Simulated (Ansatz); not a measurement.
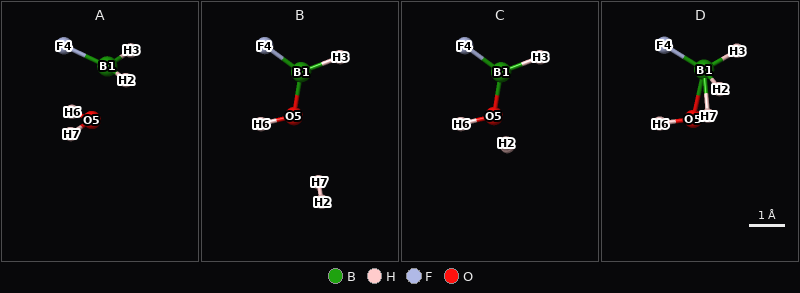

4 geometries from a converged minimum-energy path of BH₄OF, shuffled. Style: ball-and-stick. Shown from a free direction.

These are results of Ansatz, RKS PBE-D4/cc-pVDZ, not measurements. Run with 5 movable images; climbing image; force threshold 0.03 eV/Å; iteration limit 60; starting path through a guess of the saddle point.

Q: One of them is the converged climbing image. Which?

A: D. In order along the path, whose images run from 0 to 6: A (image 0, 0.0 kJ/mol), D (image 2, +73.9 kJ/mol), C (image 4, −87.7 kJ/mol), B (image 5, −89.4 kJ/mol). Breaking: B1–H2 (1.23 → 1.40 at the top → 4.45 Å), O5–H7 (0.98 → 1.27 at the top → 2.49 Å). Forming: B1–O5 (1.76 → 1.59 at the top → 1.36 Å), H2–H7 (2.48 → 1.05 at the top → 0.77 Å).
